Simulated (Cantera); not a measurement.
Input: 1 mol C2H2, 0.12 mol CO2, 17 mol N2, held at 0.698 Torr.

Method: chemical equilibrium by Gibbs-energy minimisation in Cantera with the NASA 1993 tables (ideal gas, pure condensed phases). Candidate condensed phases: C, C6H6, C7H8, C8H18, H2O; 136 gas species. Kinetics and transport are ignored.

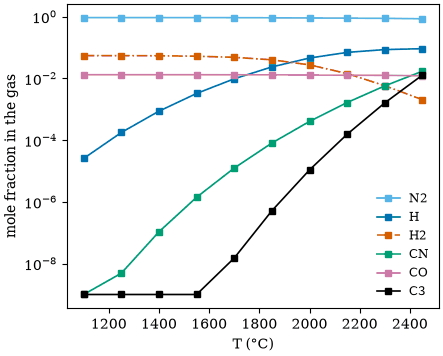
Figure: Equilibrium gas composition (values under 1e-9 drawn at 1e-9)

From 1100 °C to 2450 °C the condensed part is C(graphite). The main C-bearing gas is CO at 1100 °C and C3 at 2450 °C. The share of C in condensed phases is highest at 1100 °C (88.6 %) and lowest at 2450 °C (25.4 %).
